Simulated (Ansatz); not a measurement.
Nb4GaSe8 (space group F-43m)

```
CELL_PARAMETERS angstrom
      0.00000     5.18251     5.18251
      5.18251     0.00000     5.18251
      5.18251     5.18251     0.00000
ATOMIC_POSITIONS crystal
  Nb 0.14702 0.14702 0.55894
  Nb 0.14702 0.55894 0.14702
  Nb 0.55894 0.14702 0.14702
  Nb 0.14702 0.14702 0.14702
  Ga 0.75000 0.75000 0.75000
  Se 0.88529 0.88529 0.34414
  Se 0.88529 0.34414 0.88529
  Se 0.34414 0.88529 0.88529
  Se 0.88529 0.88529 0.88529
  Se 0.38598 0.38598 0.38598
  Se 0.38598 0.38598 0.84206
  Se 0.38598 0.84206 0.38598
  Se 0.84206 0.38598 0.38598
```

E(V) scan at fixed shape, V₀ the volume above. The atoms relax within the cell's symmetry.

Calculation: PBEsol (plane waves to 420 eV, PAW, scalar-relativistic; Ansatz, a first-principles code). k mesh 6×6×6 (Γ-centred), Fermi-Dirac smearing 0.05 eV. E stands for the smeared free energy. Nb4GaSe8 is run without spin polarisation. Nb4GaSe8 was relaxed with its symmetry unable to fall. ΔE is measured from the relaxed starting cell.

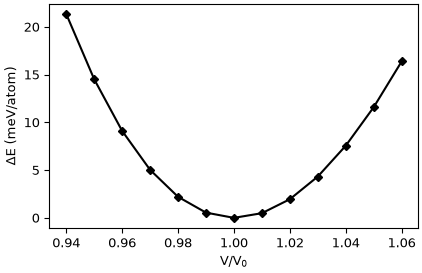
Figure: ΔE (meV/atom) against V/V₀; one marker a computed point.

Task: What is ΔE at V/V₀ = 0.940?

Result: About 21 meV/atom.

Task: What is ΔE at V/V₀ = 1.060?

Result: About 16 meV/atom.

Task: What bulk modulus B₀ follows from a third-order Birch-Murnaghan fit?

Result: About 77 GPa.

(Under strain, the slope of the energy per volume gives the stress and its curvature an elastic modulus.)
